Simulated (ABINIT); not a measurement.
# Quasiparticle gap of BaH2 (P6_3/mmc) in ABINIT, part 3 of 3

Wanted: ground state, empty states, screening and self-energy for BaH2 (P6_3/mmc).

ABINIT 10.8.3; PBEsol and many-body steps on it, plane waves. Known limits of the many-body steps: not at the basis limit; no spin-orbit coupling; coarse k mesh.

So far. Step 3 (Bands along the symmetry lines): The gap is 1.473 eV, as in the run before at this level. Step 4 (Empty states on the mesh, 3×3×2 mesh, 145 bands): On this mesh the gap is 1.473 eV.

### 5. Screening, 3×3×2 mesh, 133 bands, screening to 108.8 eV

The RPA dielectric matrix is built and inverted for each q.

This step: RPA screening on PBEsol, plane waves, norm-conserving pseudopotentials.

Input file run.abi:

```
acell 3*1.0 Angstrom
rprim 
  4.462025052349 0.000000000014 0.000000000000
  -2.231012526186 3.864227047650 0.000000000000
  0.000000000000 0.000000000000 6.055292590000
ntypat 2
znucl 56 1
natom 6
typat 1 1 2 2 2 2
xred 
  0.666666666667 0.333333333333 0.750000000000
  0.333333333333 0.666666666667 0.250000000000
  0.333333333333 0.666666666667 0.750000000000
  0.666666666667 0.333333333333 0.250000000000
  -0.000000000000 -0.000000000000 0.500000000000
  -0.000000000000 -0.000000000000 0.000000000000
pp_dirpath "pseudos"
pseudos "Ba.upf, H.upf"
ecut 32
ngkpt 3 3 2
nshiftk 1
shiftk 0 0 0
kptopt 1
chksymbreak 0
istwfk *1
occopt 1
irdwfk 1
optdriver 3
nband 133
ecuteps 4
inclvkb 2
awtr 1
symchi 1
indata_prefix "in"
outdata_prefix "out"
tmpdata_prefix "tmp"
```

Launch:

```console
OMP_NUM_THREADS=1 mpirun -n 4 abinit run.abi > log
```

Numbers of over 12 decimals in the logs are rounded to 6 here.

Output:

```text
.Version 10.8.3 of ABINIT. v10.8.2 released Aug 2026.

 Symmetries : space group P6_3/m m c (#194); Bravais hP (primitive hexag.)
[... echo of the input left out ...]
== DATASET  1 ==================================================================
-   mpi_nproc: 4, omp_nthreads: 1 (-1 if OMP is not activated)

--- !DatasetInfo
iteration_state: {dtset: 1, }
dimensions: {natom: 6, nkpt: 6, mband: 133, nsppol: 1, nspinor: 1, nspden: 1, mpw: 6126, }
cutoff_energies: {ecut:  32.0, pawecutdg:  -1.0, }
electrons: {nelect:   2.40000000E+01, charge:   0.00000000E+00, occopt:   1.00000000E+00, tsmear:   1.00000000E-02, }

 SCREENING: Calculation of the susceptibility and dielectric matrices

 Based on a program developped by R.W. Godby, V. Olevano, G. Onida, and L. Reining.
 Incorporated in ABINIT by V. Olevano, G.-M. Rignanese, and M. Torrent.
.Using double precision arithmetic ; gwpc =  8

[... cell and pseudopotentials left out ...]
--------------------------------------------------------------------------------

 ==== K-mesh for the wavefunctions ====
 Number of points in the irreducible wedge :     6
[... list of points left out ...]
 Together with 24 symmetry operations and time-reversal symmetry
 yields    18 points in the full Brillouin Zone.

 ==== Q-mesh for the screening function ====
 Number of points in the irreducible wedge :     6
[... list of points left out ...]
 Together with 24 symmetry operations and time-reversal symmetry
 yields    18 points in the full Brillouin Zone.

 setmesh: FFT mesh size selected  =    25x   25x   40
          total number of points  =        25000

 vcoul_init : cutoff-mode = AUXILIARY_FUNCTION
 q-points for optical limit:   1
     1)      0.000010    0.000020    0.000030

- screening: taking advantage of time-reversal symmetry
- Maximum band index for partially occupied states nbvw = 12
- Remaining bands to be divided among processors   nbcw = 121
- Number of bands treated by each node ~30

 Number of electrons calculated from density =   24.0000; Expected =   24.0000
 average of density, n =  0.034063
 r_s =    1.9137
 omega_plasma =   17.8032 [eV]

 calculating chi0 at frequencies [eV] :
  1    0.000000E+00    0.000000E+00
  2    0.000000E+00    1.780320E+01

--------------------------------------------------------------------------------
  q-point number  1        q = ( 0.000000, 0.000000, 0.000000) [r.l.u.]
--------------------------------------------------------------------------------
[... chi0 elements left out ...]
 For q-point:  0.000010 0.000020 0.000030
  dielectric constant =   5.8413
  dielectric constant without local fields =   6.5037

  Average fulfillment of the sum rule on Im[epsilon] for q-point    1 :     89.53  [%]
[... wings left out ...]
  q-point number  2        q = ( 0.333333, 0.000000, 0.000000) [r.l.u.]
--------------------------------------------------------------------------------
[... chi0 elements left out ...]
  Average fulfillment of the sum rule on Im[epsilon] for q-point    2 :     94.97  [%]

 [... 4 further q-points ...]
```

Run time: 15 s. Hardware: 4 MPI ranks of Arm Neoverse V2, shared host; peak memory 0.98 GiB; 59 s of CPU time.

Numbers from this step:

```yaml
eps_infinity_with_local_fields_on_this_mesh_along_the_program_s_q_direction: 5.841
the_same_without_local_fields: 6.504
plasma_frequency: 17.80 eV
plane_waves_in_the_screening_matrix: 287
```

Local fields lower ε∞ by 10 %. On a Γ-centred mesh this coarse the value itself is usually too large, while a short band sum pulls it down.

### 6. Self-energy, 3×3×2 mesh, 133 bands, screening to 108.8 eV

The self-energy is evaluated for the states that the input lists, and the levels follow from it, in one-shot runs by the linearised quasiparticle equation.

This step: G0W0 on PBEsol, plane waves, norm-conserving pseudopotentials.

Edit run.abi of step 5 so:

```diff
@@ -27,8 +27,17 @@
 irdwfk 1
-optdriver 3
+optdriver 4
 nband 133
+gwcalctyp 0
+ecutsigx 32
+symsigma 1
+nkptgw 2
+kptgw 
+  0.0000000000 0.0000000000 0.0000000000
+  0.3333333333 0.3333333333 0.5000000000
+bdgw 
+  11 14
+  11 14
 ecuteps 4
-inclvkb 2
-awtr 1
-symchi 1
+irdscr 1
+ppmodel 1
 indata_prefix "in"
```

Output:

```text
.Version 10.8.3 of ABINIT. v10.8.2 released Aug 2026.

 Symmetries : space group P6_3/m m c (#194); Bravais hP (primitive hexag.)
[... echo of the input left out ...]
== DATASET  1 ==================================================================
-   mpi_nproc: 4, omp_nthreads: 1 (-1 if OMP is not activated)

--- !DatasetInfo
iteration_state: {dtset: 1, }
dimensions: {natom: 6, nkpt: 6, mband: 133, nsppol: 1, nspinor: 1, nspden: 1, mpw: 6126, }
cutoff_energies: {ecut:  32.0, pawecutdg:  -1.0, }
electrons: {nelect:   2.40000000E+01, charge:   0.00000000E+00, occopt:   1.00000000E+00, tsmear:   1.00000000E-02, }

 SIGMA: Calculation of the GW corrections

 Based on a program developped by R.W. Godby, V. Olevano, G. Onida, and L. Reining.
 Incorporated in ABINIT by V. Olevano, G.-M. Rignanese, and M. Torrent.
.Using double precision arithmetic ; gwpc =  8

[... cell and pseudopotentials left out ...]
--------------------------------------------------------------------------------

 ==== K-mesh for the wavefunctions ====
 Number of points in the irreducible wedge :     6
[... list of points left out ...]
 Together with 24 symmetry operations and time-reversal symmetry
 yields    18 points in the full Brillouin Zone.

 ==== Q-mesh for screening function ====
 Number of points in the irreducible wedge :     6
[... list of points left out ...]
 Together with 24 symmetry operations and time-reversal symmetry
 yields    18 points in the full Brillouin Zone.

 vcoul_init : cutoff-mode = AUXILIARY_FUNCTION
 q-points for optical limit:   1
     1)      0.000010    0.000020    0.000030
 setmesh: FFT mesh size selected  =    40x   40x   60
          total number of points  =        96000

 Number of electrons calculated from density =   24.0000; Expected =   24.0000
 average of density, n =  0.034063
 r_s =    1.9137
 omega_plasma =   17.8032 [eV]

 === KS Band Gaps ===
  >>>> For spin  1
   Minimum direct gap =   2.7256 [eV], located at k-point      :   0.0000  0.0000  0.0000
   Fundamental gap    =   1.4734 [eV], Top of valence bands at :   0.0000  0.0000  0.0000
                                       Bottom of conduction at :   0.3333  0.3333  0.5000
 SIGMA fundamental parameters:
 PLASMON POLE MODEL  1
 number of plane-waves for SigmaX                 6089
 number of plane-waves for SigmaC and W            287
 number of plane-waves for wavefunctions          6089
 number of bands                                   133
 number of independent spin polarizations            1
 number of spinorial components                      1
 number of k-points in IBZ                           6
 number of q-points in IBZ                           6
 number of symmetry operations                      24
 number of k-points in BZ                           18
 number of q-points in BZ                           18
 number of frequencies for dSigma/dE                 9
 frequency step for dSigma/dE [eV]                0.25
 number of omega for Sigma on real axis              0
 max omega for Sigma on real axis  [eV]           0.00
 zcut for avoiding poles [eV]                     0.10

 EPSILON^-1 parameters (SCR file):
 dimension of the eps^-1 matrix on file            287
 dimension of the eps^-1 matrix used               287
 number of plane-waves for wavefunctions          6089
 number of bands                                   133
 number of q-points in IBZ                           6
 number of frequencies                               2
 number of real frequencies                          1
 number of imag frequencies                          1

 matrix elements of self-energy operator (all in [eV])

 Perturbative Calculation

--- !SelfEnergy_ee
iteration_state: {dtset: 1, }
kpoint     : [   0.000,    0.000,    0.000, ]
spin       : 1
KS_gap     :    2.726
QP_gap     :    4.304
Delta_QP_KS:    1.578
data: !SigmaeeData |
     Band     E0 <VxcDFT>   SigX SigC(E0)      Z dSigC/dE  Sig(E)    E-E0       E
       11   3.623 -10.601 -13.543   1.826   0.773  -0.294 -11.463  -0.862   2.761
       12   4.131 -10.778 -13.538   1.659   0.776  -0.289 -11.632  -0.854   3.277
       13   6.857  -9.229  -4.726  -3.613   0.814  -0.229  -8.505   0.724   7.581
       14   6.857  -9.229  -4.726  -3.613   0.814  -0.229  -8.505   0.724   7.581

--- !SelfEnergy_ee
iteration_state: {dtset: 1, }
kpoint     : [   0.333,    0.333,    0.500, ]
spin       : 1
KS_gap     :    3.017
QP_gap     :    4.610
Delta_QP_KS:    1.593
data: !SigmaeeData |
     Band     E0 <VxcDFT>   SigX SigC(E0)      Z dSigC/dE  Sig(E)    E-E0       E
       11   2.587 -11.072 -14.405   2.132   0.775  -0.290 -12.003  -0.931   1.656
       12   2.587 -11.072 -14.405   2.132   0.775  -0.290 -12.003  -0.931   1.656
       13   5.605  -8.695  -4.279  -3.603   0.814  -0.228  -8.033   0.662   6.266
       14   5.605  -8.695  -4.279  -3.603   0.814  -0.228  -8.033   0.662   6.266

== END DATASET(S) ==============================================================
================================================================================

 -outvars: echo values of variables after computation  --------
           etotal      0.0000000000E+00
            nband         133
             nkpt           6
          spgroup         194
 [... the other variables as echoed above ...]

 Calculation completed.
```

Elapsed: 8.3 s, on 4 MPI ranks; peak memory 0.84 GiB.

This step gave:

- G0W0 gap on the points computed: 2.989 eV
- starting gap on the mesh: 1.473 eV
- k of the valence top: 0, 0, 0
- k of the conduction bottom: 0.3333, 0.3333, 0.5
- Z at the valence top: 0.776
- Z at the conduction bottom: 0.814
- least direct G0W0 gap on the computed points: 4.304 eV

The gap on the mesh goes from 1.47 eV to 2.99 eV, a correction of +1.52 eV.

Limits: finite bands, cutoff and mesh; no spin-orbit coupling; coarse k mesh. v1 is the top filled band, c1 the lowest empty one. The levels before and after the correction (eV, zero at the valence-band top of each column):

```csv
,conduction bottom,valence top
Kohn-Sham,1.47,0.00
G0W0,2.99,0.00
```

```csv
,level,energy (eV)
Kohn-Sham,Γ v2,-0.508
Kohn-Sham,Γ v1,0.000
Kohn-Sham,Γ c1-c2,2.725
Kohn-Sham,(0.333 0.333 0.5) v2-v1,-1.544
Kohn-Sham,(0.333 0.333 0.5) c1-c2,1.473
G0W0,Γ v2,-0.516
G0W0,Γ v1,0.000
G0W0,Γ c1-c2,4.304
G0W0,(0.333 0.333 0.5) v2-v1,-1.621
G0W0,(0.333 0.333 0.5) c1-c2,2.989
```

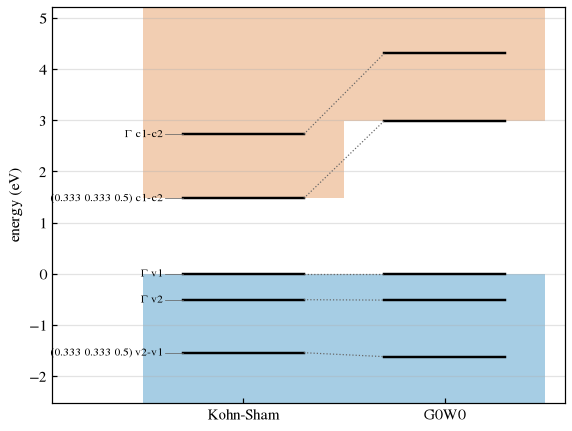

Levels before and after the correction. Shaded: valence and conduction bands.

### 7. Where the time went

Times are wall times on 4 MPI ranks of Arm Neoverse V2, shared host, good to a factor of about two.

```csv
step,time,share,memory (GiB)
ground state,20 s,18 %,0.37
bands along the symmetry lines,29 s,26 %,0.4
empty states on the mesh,41 s,36 %,0.38
screening,15 s,13 %,0.98
self-energy,8.3 s,7 %,0.84
```

### 8. Summary of results

```
PBEsol gap           : 1.47 eV, indirect
G0W0 gap on the mesh : 2.99 eV
GW settings          : 3×3×2 mesh, 133 bands, screening to 108.8 eV, Godby-Needs plasmon pole
known limits         : not at the basis limit; no spin-orbit coupling; coarse k mesh
```

What this shows: G0W0 moves the gap on the mesh from 1.47 eV to 2.99 eV (+1.52 eV), with Z of 0.78 and 0.81 at the edges. Local fields lower the RPA ε∞ on this mesh from 6.50 to 5.84; a Γ-centred mesh this coarse tends to raise both, most where the direct gap is narrow, while a short band sum lowers them. Only 2 of the mesh's irreducible points were corrected, so a valley elsewhere could overtake. Bands and cutoff are finite, so the gap is not at the basis limit. The miss can reach some tenths of an eV and take either sign; the mesh is an error of its own. In the G0W0 run levels were corrected at 2 k points alone, so a gap called «on the mesh» is the least over those, and an edge elsewhere would be missed. The 3×3×2 mesh is coarse for this cell, which bears on the long-range parts of exchange and screening. The many-body steps are scalar-relativistic: spin-orbit coupling is not in them.

[Paths, hosts, dates, memory and timing lines, banners, echoed tables and standing remarks are left out of the program output.]

[Logs are printed without paths, hosts, clocks, repeated set-up lines and the standing remarks that a program may print on its own settings, such as how far it seeks lower states.]

[Runs of the session that timed out or met a known fault of the program may be left out.]

[Hosts, paths, dates, database ids (printed as entryN), source tags and the programs' standing remarks are cut or masked in the printed files.]

[G0W0 gaps are taken among the corrected bands and points alone; a level outside them can change the order at an edge.]

[Where Ansatz stands beside ABINIT at settings called matched, ABINIT's density can come from a denser mesh and the files from another edition; pairs whose starting gaps differed by over 0.03 eV were left out, so agreement reads better than it is.]
